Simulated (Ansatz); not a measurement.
# BN2H5 (SMILES NBN) at RPA@PBE/6-311+G(d,p)

Aim: the vertical singlet–triplet gap of BN2H5 at RPA@PBE/6-311+G**, from 2 runs. 

The results are computed with Ansatz 0.2.0.

41 further runs of the same task are left out: 41 set aside as unsound or not needed.

## 1. The molecule

BN2H5 has 8 atoms, charge 0, and is taken as a singlet. As SMILES, `NBN`. Geometry: relaxed at PBE0-D4/def2-TZVP.

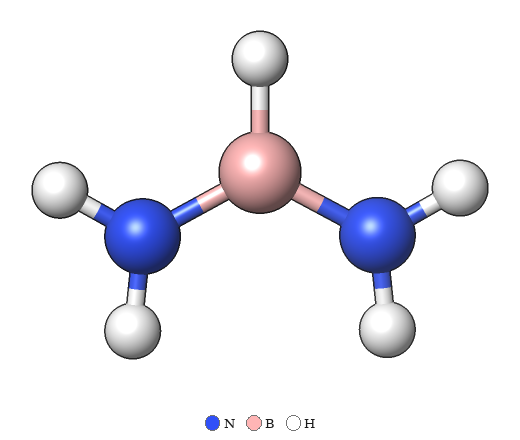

Viewed from a chosen angle; nitrogen blue, boron pink, hydrogen white.

## 2. A single-point energy at RPA@PBE/6-311+G(d,p)

in.yaml

```yaml
crystal:
  periodic: [false, false, false]
  atoms:
    - {symbol: N, position_ang: [-0.971000, 0.516500, -0.581100]}
    - {symbol: B, position_ang: [0.194200, 0.386600, 0.200500]}
    - {symbol: N, position_ang: [0.848200, -0.845200, 0.401400]}
    - {symbol: H, position_ang: [-1.426800, -0.244500, -1.053400]}
    - {symbol: H, position_ang: [-1.423900, 1.400900, -0.713700]}
    - {symbol: H, position_ang: [0.649700, 1.368600, 0.718000]}
    - {symbol: H, position_ang: [1.676700, -0.919800, 0.960900]}
    - {symbol: H, position_ang: [0.545000, -1.720300, 0.011600]}
basis:
  gaussian: {orbitals: 6-311+G_st__st_.json}
hamiltonian: {xc: pbe}
correlation: {method: rpa, frozen_orbitals: {B: 1, H: 0, "N": 1}}
accuracy: high
```

The basis set 6-311+G** is read from a file made from the Basis Set Exchange's data (not shown).

Command:

```
$ ansatz run in.yaml --threads 1 --pin off --max-ram 3480MiB --events-out events.jsonl --progress --plain --runs-dir runs
```

Output:

```text
Warning: RAYON_NUM_THREADS=1 ignored (pool sized by the plan → 1); use --threads N
Functional definition: PBE
  name "PBE"
  parameter kappa = 0.804
  parameter beta = 0.06672455060314922
  exchange = pbe_x(kappa = kappa, mu = beta*pi^2/3)
  correlation = pbe_c(beta = beta)
1919 factors; integrals over basis functions are off by at most 3.4e-9 eV
mean field evaluation 1: about -3719.8039 eV, gradient 9.3e1 eV
mean field evaluation 2: about -3719.7966 eV, gradient 9.3e1 eV
mean field evaluation 4: about -3735.0049 eV, gradient 2.3e1 eV
mean field evaluation 8: about -3736.3270 eV, gradient 1.8e-1 eV
mean field evaluation 16: about -3736.3271 eV, gradient 1.1e-5 eV
mean field evaluation 32: about -3711.0130 eV, gradient 5.3e1 eV
mean field -3736.32709201 eV, -137.3074880580 hartree, gradient 1.3e-8 eV, S^2 0.000000; 0 other end points of the search recorded, 0 dependent functions left out
3 core orbitals not correlated: weight in the atoms' cores, before any rotation towards them, 1.000 or more for the frozen orbitals, at most 0.000 for the correlated occupied ones
reference -3716.94646750 eV, -136.5952632437 hartree; 9, 9 occupied and 84, 84 virtual orbitals, 1919 factors
Total energy: -3737.20796398 eV, -137.3398595058 hartree
```

Run time: 5.7 s. Hardware: 1 thread of Intel Xeon 6975P-C (Granite Rapids), shared host; peak memory 0.38 GiB.

## 3. The triplet at the same level

run.yaml

```yaml
crystal:
  periodic: [false, false, false]
  atoms:
    - symbol: N
      position_ang: [-0.971000, 0.516500, -0.581100]
    - symbol: B
      position_ang: [0.194200, 0.386600, 0.200500]
    - symbol: "N"
      position_ang: [0.848200, -0.845200, 0.401400]
    - symbol: H
      position_ang: [-1.426800, -0.244500, -1.053400]
    - symbol: H
      position_ang: [-1.423900, 1.400900, -0.713700]
    - symbol: H
      position_ang: [0.649700, 1.368600, 0.718000]
    - symbol: H
      position_ang: [1.676700, -0.919800, 0.960900]
    - symbol: H
      position_ang: [0.545000, -1.720300, 0.011600]
basis:
  gaussian: {orbitals: 6-311+G_st__st_.json}
magnetization: {spin_polarized: true, initial_magnetization: 2}
hamiltonian: {xc: {name: PBE}}
correlation: {method: rpa, frozen_orbitals: {B: 1, H: 0, "N": 1}}
accuracy: high
```

The basis set 6-311+G** is read from a file made from the Basis Set Exchange's data (not shown).

Command:

```
$ ansatz run run.yaml --threads 1 --pin off --max-ram 3480MiB --events-out events.jsonl --progress --plain --runs-dir runs
```

Output (excerpt; [...] marks lines left out):

```text
Warning: RAYON_NUM_THREADS=1 ignored (pool sized by the plan → 1); use --threads N
[... 2 set-up lines as earlier in the session ...]
[...]
1919 factors; integrals over basis functions are off by at most 3.4e-9 eV
[...]
mean field -3730.90353179 eV, -137.1081758959 hartree, gradient 4.3e-8 eV, S^2 2.009761; 9 other end points of the search recorded, 0 dependent functions left out
3 core orbitals not correlated: weight in the atoms' cores, before any rotation towards them, 1.000 or more for the frozen orbitals, at most 0.000 for the correlated occupied ones
reference -3711.05834546 eV, -136.3788787500 hartree; 10, 8 occupied and 83, 85 virtual orbitals, 1919 factors
Total energy: -3731.76956988 eV, -137.1400022090 hartree
```

Run time: 15 s. Hardware: 1 thread of Intel Xeon 6975P-C (Granite Rapids), shared host; peak memory 0.45 GiB.

## 4. Summary of results

Level: RPA@PBE/6-311+G**, 3 core orbitals frozen.

```
                                        quantity          value
                           singlet: total energy  -137.33986 Eh
       singlet: RPA correlation energy (valence)     -744.6 mEh
                           triplet: total energy  -137.14000 Eh
       triplet: RPA correlation energy (valence)     -761.1 mEh
      triplet: ⟨S²⟩ of the reference determinant          2.010
vertical energy of the triplet above the singlet       5.438 eV
```

In words: At this shape the triplet lies 5.44 eV (525 kJ/mol) above the singlet.
